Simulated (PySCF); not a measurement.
Silanone, SMILES O=[SiH2] (H2OSi), singlet at its B3LYP/def2-SVP optimised geometry (Å):

```
4

Si    -0.3145     0.0560     0.0000
O     -1.1757     1.3275     0.0000
H     -0.8678    -1.3275    -0.0001
H      1.1757     0.0560     0.0000
```

Computed with B3LYP/def2-TZVP (PySCF). Cells within 0.4 Å of a nucleus heavier than hydrogen are left out (blank, or x).

Map of the Laplacian of the electron density (e/bohr⁵), clipped to [-1.50, 1.50] on the plane z = 0.0 Å:

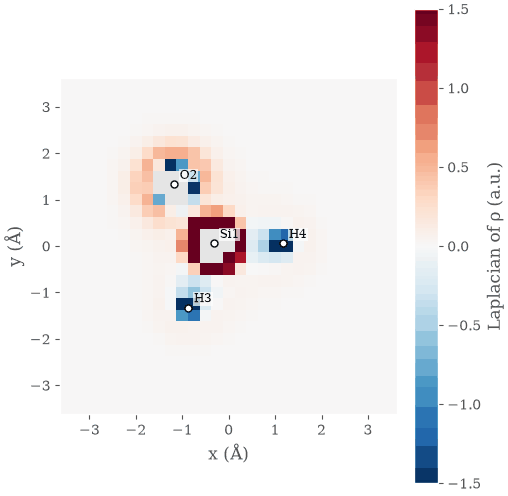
*Laplacian of the electron density (e/bohr⁵), clipped to [-1.50, 1.50] on the plane z = 0.0 Å.*
